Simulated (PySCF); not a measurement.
# C7H17In (SMILES CC[CH2][In]([CH2]C)[CH2]C): what the fields show

The calculation's input:

```
{"job": {"kind": "uv", "xc": "CAM-B3LYP", "basis": "def2-SVPD", "ip": false, "nstates": 10}, "charge": 0, "multiplicity": 1}
In    -0.211495     0.580334    -0.140970
C      1.950078     0.352405    -0.435516
C      2.744446     0.403478     0.867824
H      2.279028     1.159634    -1.111759
H      2.135606    -0.595859    -0.965420
H      3.831243     0.305363     0.697166
H      2.594665     1.352951     1.408177
H      2.461830    -0.406729     1.560581
C     -0.984746     2.563322     0.371921
C      0.074915     3.651069     0.494486
H     -1.556343     2.458045     1.310424
H     -1.734431     2.826219    -0.394920
H     -0.360051     4.635863     0.741007
H      0.811841     3.422429     1.281626
H      0.645472     3.779427    -0.439786
C     -1.527539    -1.156216    -0.325053
C     -0.810264    -2.488954    -0.514670
C     -1.755944    -3.674011    -0.663329
H     -2.211140    -0.959849    -1.171527
H     -2.174905    -1.184546     0.569849
H     -0.130713    -2.674909     0.336449
H     -0.151603    -2.439244    -1.400140
H     -2.418285    -3.544762    -1.534892
H     -1.210462    -4.622310    -0.795041
H     -2.401162    -3.779400     0.224103
```

Command:

```sh
OMP_NUM_THREADS=1 python probes_run.py task.json out
```

Geometry: PBE0-D3(BJ)/def2-SVP; core potentials replace the inner electrons of In.

The calculation used PySCF, CAM-B3LYP/def2-SVPD, SCF density, gas phase, scalar-relativistic core potentials on the heavy atoms.

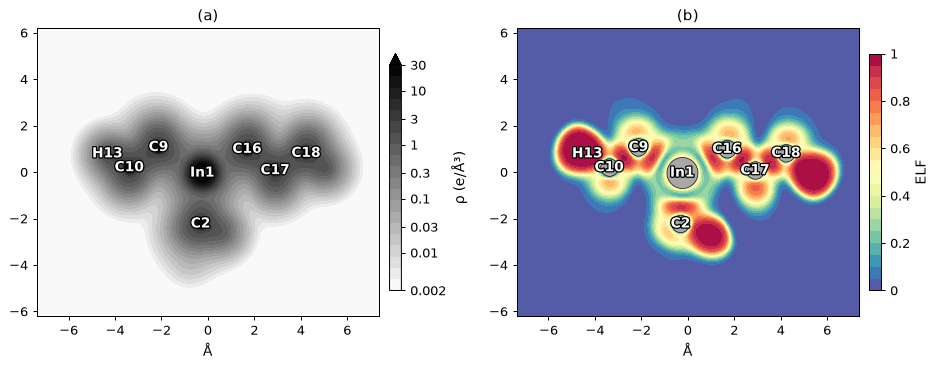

Figure 1. (a) electron density; (b) electron localisation function on the plane of atoms C9, C10 and H13. Grey discs cover the atomic cores in the ELF map.

**Describe what can be read from this map.**

The plane passes through In, C and H nuclei.
C–C (1.52 Å): the density is about 1.7 e/Å³ at the midpoint; the ELF peaks at about 0.95 between the atoms; a covalent bond.
C–In (2.19 Å): ρ at the midpoint is about 0.63 e/Å³; the ELF peaks at about 0.90 in the valence shell of C, 0.7 Å from its nucleus, and drops to about 0.15 between the two atoms.
C–H (1.10 Å): ρ is about 1.9 e/Å³ halfway; the ELF climbs to about 1 towards the hydrogen, as it does in any bond to H (an ordinary covalent bond to hydrogen).

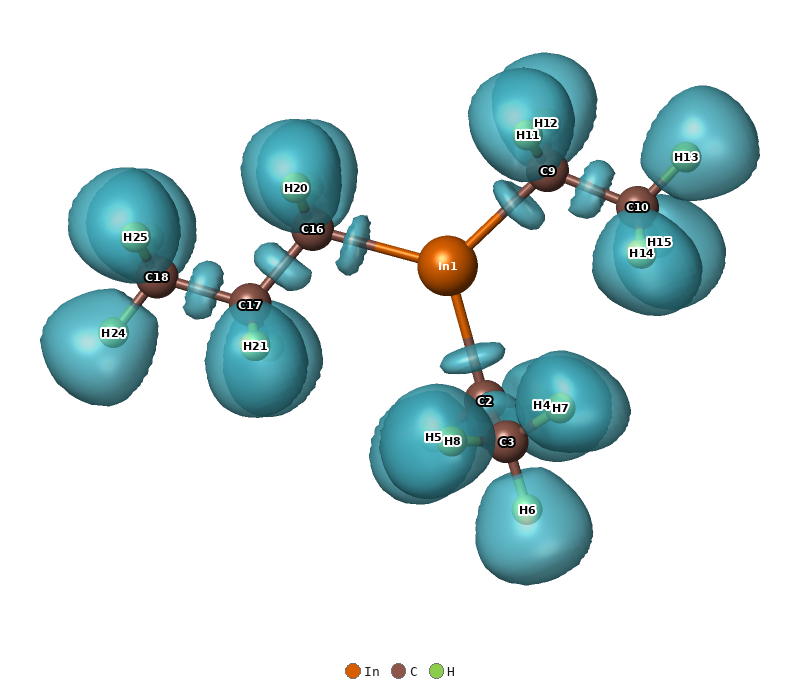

Figure 2. Isosurface of the ELF at 0.8 (cyan), seen at a tilt. Only the valence region is drawn (cores and ρ < 0.01 e/Å³ removed).

**Identify the bonds, lone pairs and shells in this picture.**

The surface consists of four regions between bonded C–C atoms (shared pairs), 17 regions around hydrogen nuclei and three lobes of the valence shell of C pointing towards In (polar bonds).

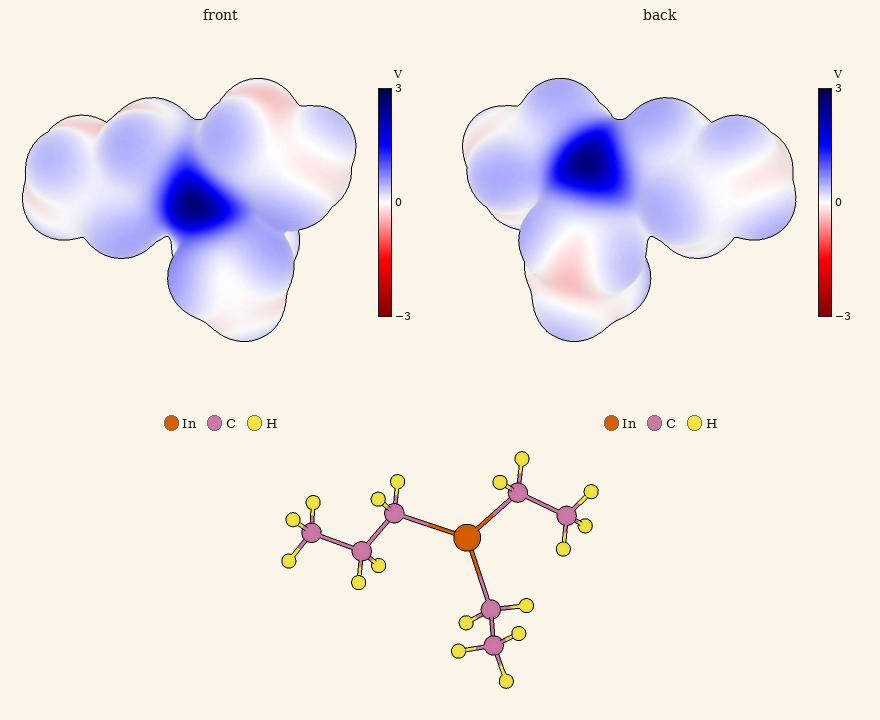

Figure 3. The electrostatic potential painted on the density surface at 0.002 e/bohr³, seen from the front and from behind; the colour scale runs from red (negative) to blue (positive). The bare structure is drawn below in the same view.

**Which sites attract a positive test charge, and which a negative one?**

A positive charge is drawn to the negative regions and a negative charge to the positive ones. The most negative region (about −0.3 V) lies over C2, C9, C16 and C18, the most positive (about +2.5 V) over In1.

**What dipole moment does the calculation give?**

Its dipole moment is 0.18 D.
